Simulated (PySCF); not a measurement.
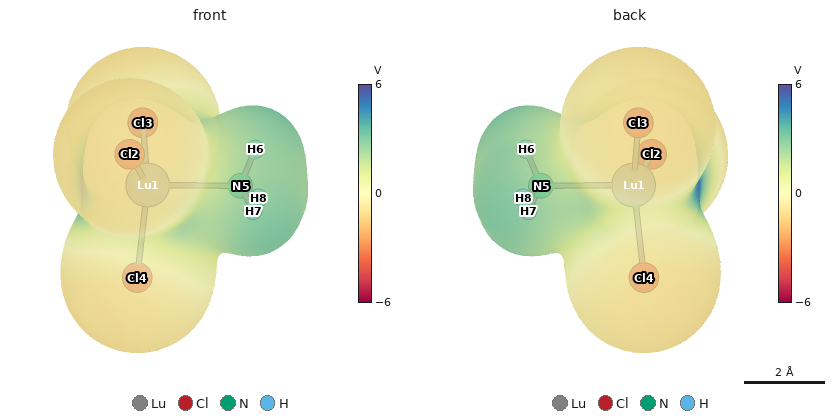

Figure 1: Cl$_{3}$H$_{3}$LuN (Lu(Cl)3(NH3)). The electrostatic potential painted on the density surface at 0.002 e/bohr³, seen from the front and from behind; red is negative and blue positive.

Computed with PySCF, RKS PBE0, Lu def2-SVP with ECP28, Cl def2-SVP, N def2-SVP, H def2-SVP; non-relativistic Hamiltonian with scalar-relativistic core potentials where named; density fitting.

| atom | x (Å) | y (Å) | z (Å) |
| --- | --- | --- | --- |
| Lu | 0.0040 | -0.0040 | 0.0040 |
| Cl | 1.1415 | 1.7846 | 1.1415 |
| Cl | -1.7846 | -1.1415 | 1.1415 |
| Cl | 1.1415 | -1.1415 | -1.7846 |
| N | -1.3551 | 1.3551 | -1.3551 |
| H | -1.9640 | 1.9640 | -0.8036 |
| H | -0.8036 | 1.9640 | -1.9640 |
| H | -1.9640 | 0.8036 | -1.9640 |

> Where is the surface potential most negative and most positive?

The most negative region (about −1.0 V) lies over Cl2, Cl3 and Cl4, the most positive (about +4.9 V) over Lu1.
